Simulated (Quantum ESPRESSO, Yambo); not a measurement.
# Quasiparticle gap of TiO2 (Anatase) in Yambo, part 2 of 3

Aim: the G0W0 gap of TiO2 (Anatase) on PBE, step by step.

Quantum ESPRESSO 7.5 and Yambo 5.3.0; PBE and many-body steps on it, plane waves. Known limits of the many-body steps: not at the basis limit.

So far. Step 2 (Ground state): The gap is indirect, with the least direct gap 0.31 eV higher.

**3. Bands along the symmetry lines**

Level of this step: DFT, PBE, plane waves, norm-conserving pseudopotentials (Quantum ESPRESSO).

The cheap functional maps the bands first; the places of the edges decide which points the dearer methods must see.

Contents of pw.in:

```
&control
  calculation = 'bands'
  prefix = 'x'
  outdir = 'o'
  pseudo_dir = 'pseudo'
/
&system
  ibrav = 0
  nat = 6
  ntyp = 2
  ecutwfc = 76.0
  nbnd = 30
  force_symmorphic = .true.
/
&electrons
  conv_thr = 1e-9
  electron_maxstep = 80
  diago_full_acc = .true.
  diago_thr_init = 5e-6
/
ATOMIC_SPECIES
  Ti 47.867 Ti.upf
  O 15.999 O.upf
CELL_PARAMETERS angstrom
  -1.8921000000 1.8921000000 4.7573000000
  1.8921000000 -1.8921000000 4.7573000000
  1.8921000000 1.8921000000 -4.7573000000
ATOMIC_POSITIONS crystal
  Ti 0.0000000000 0.0000000000 0.0000000000
  Ti 0.7500000000 0.2500000000 0.5000000000
  O 0.2081000000 0.2081000000 0.0000000000
  O 0.9581000000 0.4581000000 0.5000000000
  O 0.5419000000 0.0419000000 0.5000000000
  O 0.7919000000 0.7919000000 0.0000000000
K_POINTS crystal
  76
  0.00000000 0.00000000 0.00000000 1
  0.00000000 0.00000000 0.06250000 1
  0.00000000 0.00000000 0.12500000 1
  0.00000000 0.00000000 0.18750000 1
  0.00000000 0.00000000 0.25000000 1
  0.00000000 0.00000000 0.31250000 1
  0.00000000 0.00000000 0.37500000 1
  0.00000000 0.00000000 0.43750000 1
  0.00000000 0.00000000 0.50000000 1
  0.03125000 0.03125000 0.46875000 1
  0.06250000 0.06250000 0.43750000 1
  0.09375000 0.09375000 0.40625000 1
  0.12500000 0.12500000 0.37500000 1
  0.15625000 0.15625000 0.34375000 1
  0.18750000 0.18750000 0.31250000 1
  0.21875000 0.21875000 0.28125000 1
  0.25000000 0.25000000 0.25000000 1
  0.21875000 0.28125000 0.21875000 1
  0.18750000 0.31250000 0.18750000 1
  0.15625000 0.34375000 0.15625000 1
  0.12500000 0.37500000 0.12500000 1
  0.09375000 0.40625000 0.09375000 1
  0.06250000 0.43750000 0.06250000 1
  0.03125000 0.46875000 0.03125000 1
  0.00000000 0.50000000 0.00000000 1
  0.00000000 0.43750000 0.00000000 1
  0.00000000 0.37500000 0.00000000 1
  0.00000000 0.31250000 0.00000000 1
  0.00000000 0.25000000 0.00000000 1
  0.00000000 0.18750000 0.00000000 1
  0.00000000 0.12500000 0.00000000 1
  0.00000000 0.06250000 0.00000000 1
  0.00000000 0.00000000 0.00000000 1
  0.06250000 0.06250000 -0.06250000 1
  0.12500000 0.12500000 -0.12500000 1
  0.18750000 0.18750000 -0.18750000 1
  0.25000000 0.25000000 -0.25000000 1
  0.31250000 0.31250000 -0.31250000 1
  0.37500000 0.37500000 -0.37500000 1
  0.43750000 0.43750000 -0.43750000 1
  0.50000000 0.50000000 -0.50000000 1
  0.47369330 0.52630670 -0.47369330 1
  0.44738660 0.55261340 -0.44738660 1
  0.42107990 0.57892010 -0.42107990 1
  0.39477321 0.60522679 -0.39477321 1
  0.36846651 0.63153349 -0.36846651 1
  0.34215981 0.65784019 -0.34215981 1
  0.31585311 0.68414689 -0.31585311 1
  0.28954641 0.71045359 -0.28954641 1
  -0.28954641 0.28954641 0.28954641 1
  -0.25335311 0.25335311 0.25335311 1
  -0.21715981 0.21715981 0.21715981 1
  -0.18096651 0.18096651 0.18096651 1
  -0.14477320 0.14477320 0.14477320 1
  -0.10857990 0.10857990 0.10857990 1
  -0.07238660 0.07238660 0.07238660 1
  -0.03619330 0.03619330 0.03619330 1
  0.00000000 0.00000000 0.00000000 1
  0.00000000 0.00000000 0.50000000 1
  -0.00988660 0.00988660 0.50000000 1
  -0.01977321 0.01977321 0.50000000 1
  -0.02965981 0.02965981 0.50000000 1
  -0.03954642 0.03954642 0.50000000 1
  -0.04943302 0.04943302 0.50000000 1
  -0.05931962 0.05931962 0.50000000 1
  -0.06920623 0.06920623 0.50000000 1
  -0.07909283 0.07909283 0.50000000 1
  0.50000000 0.50000000 -0.07909283 1
  0.50000000 0.50000000 -0.13170623 1
  0.50000000 0.50000000 -0.18431962 1
  0.50000000 0.50000000 -0.23693302 1
  0.50000000 0.50000000 -0.28954642 1
  0.50000000 0.50000000 -0.34215981 1
  0.50000000 0.50000000 -0.39477321 1
  0.50000000 0.50000000 -0.44738660 1
  0.50000000 0.50000000 -0.50000000 1
```

Started as:

```bash
$ OMP_NUM_THREADS=1 mpirun -n 8 pw.x -nk 8 -in pw.in > pw.out
```

Log:

```text
[banner, memory and clock lines left out]
Program PWSCF v.7.5 starts

     Atomic positions and unit cell read from directory:
     o/x.save/

     Message from routine setup:
     using ibrav=0 with symmetry is DISCOURAGED, use correct ibrav instead

     G-vector sticks info

     bravais-lattice index     =            0
     lattice parameter (alat)  =      10.3145  a.u.
     unit-cell volume          =     459.7326 (a.u.)^3
     number of atoms/cell      =            6
     number of atomic types    =            2
     number of electrons       =        48.00
     number of Kohn-Sham states=           30
     kinetic-energy cutoff     =      76.0000  Ry
     charge density cutoff     =     304.0000  Ry
     Exchange-correlation= PBE
                           (   1   4   3   4   0   0   0)

     celldm(1)=  10.314510  celldm(2)=   0.000000  celldm(3)=   0.000000
     celldm(4)=   0.000000  celldm(5)=   0.000000  celldm(6)=   0.000000

     crystal axes: (cart. coord. in units of alat)
               a(1) = (  -0.346653   0.346653   0.871587 )
               a(2) = (   0.346653  -0.346653   0.871587 )
               a(3) = (   0.346653   0.346653  -0.871587 )

     reciprocal axes: (cart. coord. in units 2 pi/alat)
               b(1) = (  0.000000  1.442367  0.573666 )
               b(2) = (  1.442367  0.000000  0.573666 )
               b(3) = (  1.442367  1.442367  0.000000 )
     Pseudo is Norm-conserving + core correction, Zval = 12.0
     Generated using ONCVPSP code by D. R. Hamann
     Using radial grid of 1586 points,  6 beta functions with:
     Pseudo is Norm-conserving + core correction, Zval =  6.0
     Generated using ONCVPSP code by D. R. Hamann
     Using radial grid of  936 points,  5 beta functions with:
     Ti               12.00    47.86700     Ti( 1.00)
     O                 6.00    15.99900     O ( 1.00)

      8 Sym. Ops. (no inversion) found

   Cartesian axes

     site n.     atom                  positions (alat units)
         1        Ti     tau(   1) = (   0.0000000   0.0000000   0.0000000  )
         2        Ti     tau(   2) = (   0.0000000   0.3466525   0.4357936  )
         3        O      tau(   3) = (  -0.0000000   0.0000000   0.3627546  )
         4        O      tau(   4) = (   0.0000000   0.3466525   0.7985481  )
         5        O      tau(   5) = (  -0.0000000   0.3466525   0.0730390  )
         6        O      tau(   6) = (   0.0000000  -0.0000000   1.3804197  )

     number of k points=    76
                       cart. coord. in units 2pi/alat
        k(    1) = (   0.0000000   0.0000000   0.0000000), wk =   0.0263158
        k(    2) = (   0.0901479   0.0901479   0.0000000), wk =   0.0263158
        k(    3) = (   0.1802958   0.1802958   0.0000000), wk =   0.0263158
[...]
[... 64 further rows ...]
        k(   75) = (   0.0758878   0.0758878   0.5736661), wk =   0.0263158
        k(   76) = (   0.0000000   0.0000000   0.5736661), wk =   0.0263158

     Dense  grid:    41149 G-vectors     FFT dimensions: (  60,  60,  60)

     The potential is recalculated from file :
     o/x.save/charge-density

     Starting wfcs are   36 randomized atomic wfcs

     Band Structure Calculation

     End of band structure calculation

          k = 0.0000 0.0000 0.0000 (  5117 PWs)   bands (ev):

   -49.0007 -48.9397 -25.4932 -25.2534 -25.2534 -25.1810 -25.1810 -25.0962
   -10.2630  -9.2466  -9.1005  -8.7619   3.3975   3.5164   3.5164   3.9209
     5.2684   5.2684   5.3152   6.5646   6.5681   6.5681   6.8689   6.8689
     9.4863  10.2324  11.3622  11.3623  11.3918  11.3919

          k = 0.0901 0.0901 0.0000 (  5120 PWs)   bands (ev):

[...]
9.6711  10.2622  11.1637  11.2868  11.2978  11.3682

          k = 0.1803 0.1803 0.0000 (  5138 PWs)   bands (ev):

[...]
10.0980  10.3136  10.8136  11.1474  11.1552  11.3660

[...]
k =-0.0000 0.0000 0.3585 (  5133 PWs)   bands (ev):

[...]
k =-0.0000 0.0000 0.5020 (  5121 PWs)   bands (ev):

[...]
k = 0.3794-0.0000 0.5737 (  5142 PWs)   bands (ev):

[...]
k = 0.8353 0.0000-0.0000 (  5132 PWs)   bands (ev):

[...]
k = 0.7309 0.0000-0.0000 (  5146 PWs)   bands (ev):

[...]
k = 0.6264-0.0000-0.0000 (  5156 PWs)   bands (ev):

[...]
k = 0.3132 0.0000-0.0000 (  5130 PWs)   bands (ev):

[...]
k = 0.8210 0.6214-0.0000 (  5140 PWs)   bands (ev):

[...]
k = 0.8353 0.6071-0.0000 (  5144 PWs)   bands (ev):

[...]
k = 0.0759 0.0759 0.5737 (  5118 PWs)   bands (ev):

[...]
9.9242   9.9242  11.1090  11.1090  11.4837  11.4838

          k = 0.0000 0.0000 0.5737 (  5116 PWs)   bands (ev):

[...]
-9.6754  -9.6754  -9.0353  -9.0353   3.6045   3.6045   3.6546   3.6546
     5.2970   5.2970   5.9883   5.9884   6.0725   6.0725   7.2092   7.2092
     9.8463   9.8463  11.1552  11.1552  11.6165  11.6165

     XML data file, pseudopotentials, collected wavefunctions
```

The job ended after 38 s (8 MPI ranks of Arm Neoverse V1, shared host; peak memory 0.61 GiB).

This step gave:

```yaml
gap: 2.141 eV
k_of_the_valence_top: 0, 0, 0.4375
k_of_the_conduction_bottom: 0, 0, 0
least_direct_gap: 2.492 eV
```

The gap is 2.141 eV, −0.045 eV from the run before at this level.

Electronic bands along the path, in eV, zero at the top of the highest filled band:

| point | band 21 | band 22 | band 23 | band 24 | band 25 | band 26 | band 27 | band 28 |
| --- | --- | --- | --- | --- | --- | --- | --- | --- |
| Γ | -0.78 | -0.78 | -0.48 | -0.48 | 2.14 | 2.89 | 4.02 | 4.02 |
| X | -2.07 | -2.07 | -0.05 | -0.05 | 3.38 | 3.38 | 3.85 | 3.85 |
| P | -1.60 | -1.60 | -0.24 | -0.24 | 3.61 | 3.61 | 3.64 | 3.64 |
| N | -1.96 | -0.95 | -0.86 | -0.65 | 3.27 | 3.58 | 3.60 | 3.70 |
| Γ | -0.78 | -0.78 | -0.48 | -0.48 | 2.14 | 2.89 | 4.02 | 4.02 |
| M | -1.27 | -1.27 | -0.14 | -0.14 | 2.50 | 2.50 | 3.81 | 3.81 |
| S | -1.20 | -0.94 | -0.91 | -0.84 | 3.24 | 3.52 | 3.60 | 3.66 |
| jump to S0 | -1.20 | -0.94 | -0.91 | -0.84 | 3.24 | 3.52 | 3.60 | 3.66 |
| Γ | -0.78 | -0.78 | -0.48 | -0.48 | 2.14 | 2.89 | 4.02 | 4.02 |
| jump to X | -2.07 | -2.07 | -0.05 | -0.05 | 3.38 | 3.38 | 3.85 | 3.85 |
| R | -1.91 | -1.91 | -0.09 | -0.09 | 3.35 | 3.35 | 3.79 | 3.79 |
| jump to G | -1.91 | -1.91 | -0.09 | -0.09 | 3.35 | 3.35 | 3.79 | 3.79 |
| M | -1.27 | -1.27 | -0.14 | -0.14 | 2.50 | 2.50 | 3.81 | 3.81 |

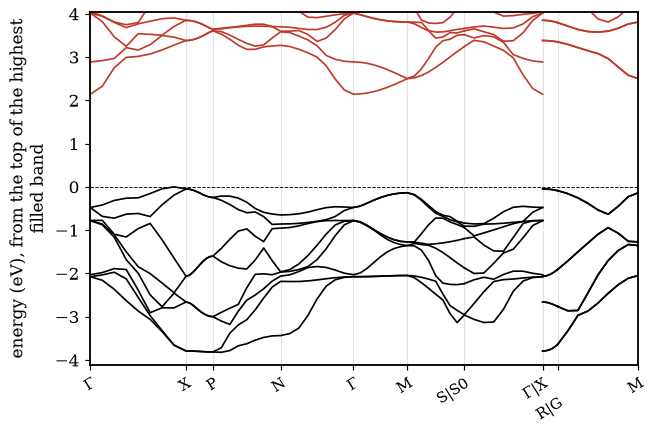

Electronic bands along the path; lines of filled and empty bands in two colours.

**4. Empty states on the mesh, 4×4×4 mesh, 78 bands**

The sums over transitions need many empty states on a uniform mesh; this step solves for them.

Contents of pw.in:

```
&control
  calculation = 'nscf'
  prefix = 'x'
  outdir = 'o'
  pseudo_dir = 'pseudo'
/
&system
  ibrav = 0
  nat = 6
  ntyp = 2
  ecutwfc = 76.0
  nbnd = 78
  force_symmorphic = .true.
/
&electrons
  conv_thr = 1e-9
  electron_maxstep = 80
  diago_full_acc = .true.
  diago_thr_init = 5e-6
/
ATOMIC_SPECIES
  Ti 47.867 Ti.upf
  O 15.999 O.upf
CELL_PARAMETERS angstrom
  -1.8921000000 1.8921000000 4.7573000000
  1.8921000000 -1.8921000000 4.7573000000
  1.8921000000 1.8921000000 -4.7573000000
ATOMIC_POSITIONS crystal
  Ti 0.0000000000 0.0000000000 0.0000000000
  Ti 0.7500000000 0.2500000000 0.5000000000
  O 0.2081000000 0.2081000000 0.0000000000
  O 0.9581000000 0.4581000000 0.5000000000
  O 0.5419000000 0.0419000000 0.5000000000
  O 0.7919000000 0.7919000000 0.0000000000
K_POINTS automatic
  4 4 4 0 0 0
```

Started as:

```bash
$ OMP_NUM_THREADS=1 mpirun -n 8 pw.x -nk 4 -in pw.in > pw.out
```

Log:

```text
[banner, memory and clock lines left out]
Program PWSCF v.7.5 starts

     Atomic positions and unit cell read from directory:
     o/x.save/

     Message from routine setup:
     using ibrav=0 with symmetry is DISCOURAGED, use correct ibrav instead

     bravais-lattice index     =            0
     lattice parameter (alat)  =      10.3145  a.u.
     unit-cell volume          =     459.7326 (a.u.)^3
     number of atoms/cell      =            6
     number of atomic types    =            2
     number of electrons       =        48.00
     number of Kohn-Sham states=           78
     kinetic-energy cutoff     =      76.0000  Ry
     charge density cutoff     =     304.0000  Ry
     Exchange-correlation= PBE
                           (   1   4   3   4   0   0   0)

     celldm(1)=  10.314510  celldm(2)=   0.000000  celldm(3)=   0.000000
     celldm(4)=   0.000000  celldm(5)=   0.000000  celldm(6)=   0.000000

     crystal axes: (cart. coord. in units of alat)
               a(1) = (  -0.346653   0.346653   0.871587 )
               a(2) = (   0.346653  -0.346653   0.871587 )
               a(3) = (   0.346653   0.346653  -0.871587 )

     reciprocal axes: (cart. coord. in units 2 pi/alat)
               b(1) = (  0.000000  1.442367  0.573666 )
               b(2) = (  1.442367  0.000000  0.573666 )
               b(3) = (  1.442367  1.442367  0.000000 )
     Pseudo is Norm-conserving + core correction, Zval = 12.0
     Generated using ONCVPSP code by D. R. Hamann
     Using radial grid of 1586 points,  6 beta functions with:
     Pseudo is Norm-conserving + core correction, Zval =  6.0
     Generated using ONCVPSP code by D. R. Hamann
     Using radial grid of  936 points,  5 beta functions with:
     Ti               12.00    47.86700     Ti( 1.00)
     O                 6.00    15.99900     O ( 1.00)

      8 Sym. Ops. (no inversion) found

   Cartesian axes

     site n.     atom                  positions (alat units)
         1        Ti     tau(   1) = (   0.0000000   0.0000000   0.0000000  )
         2        Ti     tau(   2) = (   0.0000000   0.3466525   0.4357936  )
         3        O      tau(   3) = (  -0.0000000   0.0000000   0.3627546  )
         4        O      tau(   4) = (   0.0000000   0.3466525   0.7985481  )
         5        O      tau(   5) = (  -0.0000000   0.3466525   0.0730390  )
         6        O      tau(   6) = (   0.0000000  -0.0000000   1.3804197  )

     number of k points=    13
                       cart. coord. in units 2pi/alat
        k(    1) = (   0.0000000   0.0000000   0.0000000), wk =   0.0312500
        k(    2) = (   0.3605917   0.3605917   0.0000000), wk =   0.1250000
        k(    3) = (  -0.7211833  -0.7211833   0.0000000), wk =   0.0625000
[...]
k(   12) = (  -1.0817750  -0.3605917   0.0000000), wk =   0.1250000
        k(   13) = (  -1.4423666  -1.4423666  -0.5736661), wk =   0.0312500

     Dense  grid:    41149 G-vectors     FFT dimensions: (  60,  60,  60)

     The potential is recalculated from file :
     o/x.save/charge-density

     Starting wfcs are   36 randomized atomic wfcs +   42 random wfcs

     Band Structure Calculation

     End of band structure calculation

          k = 0.0000 0.0000 0.0000 (  5117 PWs)   bands (ev):

   -49.0008 -48.9397 -25.4932 -25.2534 -25.2534 -25.1810 -25.1810 -25.0962
   -10.2630  -9.2466  -9.1005  -8.7619   3.3974   3.5164   3.5164   3.9209
     5.2684   5.2684   5.3151   6.5646   6.5681   6.5681   6.8689   6.8689
[...]
47.9104  48.9278  49.2445  49.2738  50.4139  50.9090

          k = 0.3606 0.3606 0.0000 (  5174 PWs)   bands (ev):

[...]
47.3417  47.8114  48.2788  48.8564  48.9115  49.7073

          k =-0.7212-0.7212 0.0000 (  5150 PWs)   bands (ev):

[...]
37.7118  37.7118  38.5846  38.5846  40.2942  40.2942  40.8240  40.8240
    42.4934  42.4934  43.6158  43.6158  45.1016  45.1016  45.5208  45.5208
    46.8734  46.8734  47.5100  47.5100  48.5639  48.5640

          k = 0.3606 0.0000 0.1434 (  5139 PWs)   bands (ev):

     [... further k-points ...]

     highest occupied, lowest unoccupied level (ev):     7.2976    9.4863

     XML data file, pseudopotentials, collected wavefunctions
```

Run time: 13 s. Hardware: 8 MPI ranks; peak memory 0.54 GiB.

Numbers from this step:

- gap: 2.189 eV
- k of the valence top: 0, 0, -0.5
- k of the conduction bottom: 0, 0, 0
- least direct gap: 2.492 eV
- k points computed: 13
- lowest point of the top converged band, above the valence top: 40.82 eV

On this mesh the gap is 2.189 eV.

**5. Conversion and set-up**

This step: Yambo 5.3.0; conversion and set-up on PBE, plane waves, norm-conserving pseudopotentials.

The states are converted to the many-body program's format and the q mesh is built.

Started as:

```bash
$ (cd o/x.save; p2y > p2y.log; mv SAVE ../..); yambo > setup.log
```

Log:

```text
 Yambo, version 5.3.0

 [02] CORE Variables Setup
 =========================

  [02.01] Unit cells
  ==================

  Cell kind             :  Unknown
  Atoms in the cell     :  Ti  O
  number of Ti atoms    :  2
  number of O  atoms    :   4

  List of atomic masses
  Mass of Ti    :  47.86700
  Mass of O     :  15.99900

  List of atomic coordinates    : [cc]
  Ti1       :  0.000000  0.000000  0.000000  order 1
  Ti2       :  0.000000  3.575551  4.494997  order 2
  O1       : -0.69697E-16  0.69697E-16   3.7416      order 3
  O2       :  0.28629E-15   3.5756       8.2366      order 4
  O3       : -0.28629E-15   3.5756      0.75336      order 5
  O4       :  0.14356E-16 -0.14356E-16   14.238      order 6

  Alat factors          :  8.989994  8.989994  8.989994 [a.u.]
  Direct lattice volume :  459.7326 [a.u.]
  Direct lattice vectors:  A[ 1 ]  A[ 2 ]  A[ 3 ]
   A[ 1 ]: -0.397726  0.397726  1.000000  [iru]
  -3.575551  3.575551  8.989994  [cc]
   A[ 2 ]:  0.397726 -0.397726  1.000000  [iru]
   3.575551 -3.575551  8.989994  [cc]
   A[ 3 ]:  0.397726  0.397726 -1.000000  [iru]
   3.575551  3.575551 -8.989994  [cc]

  Recip. lattice volume :  0.539553 [a.u.]
  Recip. lattice vectors:  B[ 1 ]  B[ 2 ]  B[ 3 ]
   B[ 1 ]: -0.94474E-17   1.2571      0.50000      [iku]
  -0.66029E-17  0.87863      0.34945      [cc]
   B[ 2 ]:   1.2571     -0.94474E-17  0.50000      [iku]
   0.87863     -0.66029E-17  0.34945      [cc]
   B[ 3 ]:   1.2571       1.2571      0.52345E-17  [iku]
   0.87863      0.87863      0.36585E-17  [cc]

  [02.02] Symmetries
  ==================

  Inversion symmetry    : yes
  Spatial inversion     : no
  Inversion index       :   9
  K-space Time-reversal : yes
  Magnetic symmetries   : no
  Time-reversal derived K-space symmetries:   9  16
  Group table correct   : yes
  Symmetries units      :  [cc]

   [S  1]:   1.0000      0.13186E-16  0.59966E-16  0.13186E-16   1.0000      0.59966E-16  0.63239E-17 -0.21601E-17   1.0000
   [S  2]:  -1.0000     -0.13186E-16  0.59966E-16 -0.13186E-16  -1.0000      0.59966E-16 -0.63239E-17  0.21601E-17   1.0000
   [S  3]:  0.13186E-16   1.0000     -0.59966E-16   1.0000      0.13186E-16 -0.59966E-16 -0.21601E-17  0.63239E-17  -1.0000
[...]
[S  7]: -0.13186E-16   1.0000     -0.59966E-16  -1.0000      0.13186E-16 -0.59966E-16  0.21601E-17  0.63239E-17  -1.0000
   [S  8]:  0.13186E-16  -1.0000     -0.59966E-16   1.0000     -0.13186E-16 -0.59966E-16 -0.21601E-17 -0.63239E-17  -1.0000
   [S* 9]:  -1.0000     -0.13186E-16 -0.59966E-16 -0.13186E-16  -1.0000     -0.59966E-16 -0.63239E-17  0.21601E-17  -1.0000
   [S*10]:   1.0000      0.13186E-16 -0.59966E-16  0.13186E-16   1.0000     -0.59966E-16  0.63239E-17 -0.21601E-17  -1.0000
     [... 4 further rows ...]
   [S*15]:  0.13186E-16  -1.0000      0.59966E-16   1.0000     -0.13186E-16  0.59966E-16 -0.21601E-17 -0.63239E-17   1.0000
[...]
K [ 9]         [rlu]:  0.250000  0.250000 -0.250000
[...]
K [10]         [rlu]:  0.250000 -0.500000 -0.500000
[...]
K [11]         [rlu]:  0.250000 -0.250000  0.250000
[...]
K [12]         [rlu]:  0.250000 -0.250000 -0.500000
         WF components:   5132
  K [13]         [rlu]: -0.500000 -0.500000 -0.500000
         WF components:   5116

  [02.05] Energies & Occupations
  ==============================

  [X] === General ===
  [X] Electronic Temperature                        :  0.000000  0.000000 [eV K]
  [X] Bosonic    Temperature                        :  0.000000  0.000000 [eV K]
  [X] Finite Temperature mode                       : no
  [X] El. density                                   :  0.70458E+24 [cm-3]
  [X] Fermi Level                                   :  7.297607 [eV]

  [X] === Gaps and Widths ===
  [X] Conduction Band Min                           :  2.188734 [eV]
  [X] Valence Band Max                              :  0.000000 [eV]
  [X] Filled Bands                                  :  24
  [X] Empty Bands                                   :   25   78
  [X] Direct Gap                                    :  2.491719 [eV]
  [X] Direct Gap localized at k                     :   9
  [X] Indirect Gap                                  :  2.188734 [eV]
  [X] Indirect Gap between kpts                     :  3  1
  [X] Last valence band width                       :  0.810353 [eV]
  [X] 1st conduction band width                     :  1.464956 [eV]

  E @ K [ 1]:  [eV]
  -56.29835 -56.23732 -32.79079 -32.55099 -32.55099 -32.47863 -32.47863 -32.39384
[...]
occ @ K [ 1]
[...]
E @ K [ 2]:  [eV]
[...]
occ @ K [ 2]
[...]
E @ K [ 3]:  [eV]
[...]
occ @ K [ 3]
[...]
E @ K [ 8]:  [eV]
[...]
occ @ K [ 8]
[...]
E @ K [ 9]:  [eV]
[...]
occ @ K [ 9]
[...]
E @ K [10]:  [eV]
[...]
occ @ K [10]
[...]
E @ K [11]:  [eV]
[...]
occ @ K [11]
[...]
E @ K [12]:  [eV]
[...]
occ @ K [12]
[...]
E @ K [13]:  [eV]
[...]
occ @ K [13]
[...]
0.000000  0.000000  0.000000  0.000000  0.000000  0.000000  0.000000  0.000000
   0.000000  0.000000  0.000000  0.000000  0.000000  0.000000  0.000000  0.000000

 [03] Transferred momenta grid and indexing
 ==========================================

 IBZ Q-points                                      :  13
 BZ  Q-points                                      :   64

 K/Q-points units:
 rlu = crystal or reduced units; cc = cartesian coordinates; iku = interal k-units

 Q [ 1]         [rlu]:  0.000000  0.000000  0.000000
 Q [ 2]         [rlu]:  0.55297E-17  0.72474E-16  0.25000
 Q [ 3]         [rlu]: -0.74239E-16 -0.81769E-16 -0.50000
[...]
Q [ 8]         [rlu]:  0.250000  0.250000  0.250000
 Q [ 9]         [rlu]:  0.250000  0.250000 -0.250000
 Q [10]         [rlu]:  0.250000  0.500000 -0.500000
 Q [11]         [rlu]:  0.250000 -0.250000  0.250000
 Q [12]         [rlu]:  0.250000  0.750000 -0.500000
 Q [13]         [rlu]:  0.500000  0.500000 -0.500000

  [03.01] X indexes
  =================

   [03.01.01] Sigma indexes
   ========================

 [06] Game Over & Game summary
```

Run time: 2.5 s. Hardware: 1 MPI rank; peak memory 0.24 GiB.

(Continued in part 3 of 3.)

[Paths, hosts, dates, memory and timing lines, banners, echoed tables and standing remarks are left out of the program output.]

[Logs are printed without paths, hosts, clocks, repeated set-up lines and the standing remarks that a program may print on its own settings, such as how far it seeks lower states.]

[Runs of the session that timed out or met a known fault of the program may be left out.]

[Hosts, paths, dates, database ids (printed as entryN), source tags and the programs' standing remarks are cut or masked in the printed files.]
